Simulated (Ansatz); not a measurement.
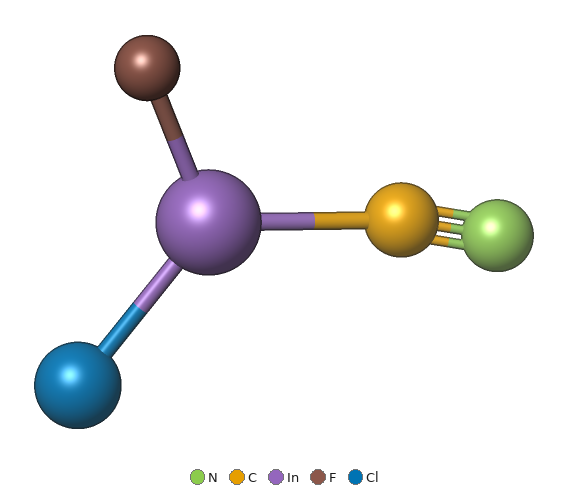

Geometry: atoms displaced at random (about 0.09 Å) from a stationary point of PBE0-D4. Program: Ansatz 0.2.0.

At this fixed geometry, give dipole (D) at these levels: PBE-D4/def2-TZVPP; PBE0-D4/def2-TZVPP; RHF-CCSD(T) (frozen core)/def2-TZVPP; r2SCAN-D4/def2-TZVPP; ωB97M-V/def2-TZVPP.

| level | dipole (D) |
| --- | --- |
| PBE-D4/def2-TZVPP | 2.13 |
| PBE0-D4/def2-TZVPP | 2.19 |
| RHF-CCSD(T) (frozen core)/def2-TZVPP | 2.20 |
| r2SCAN-D4/def2-TZVPP | 2.13 |
| ωB97M-V/def2-TZVPP | 2.26 |
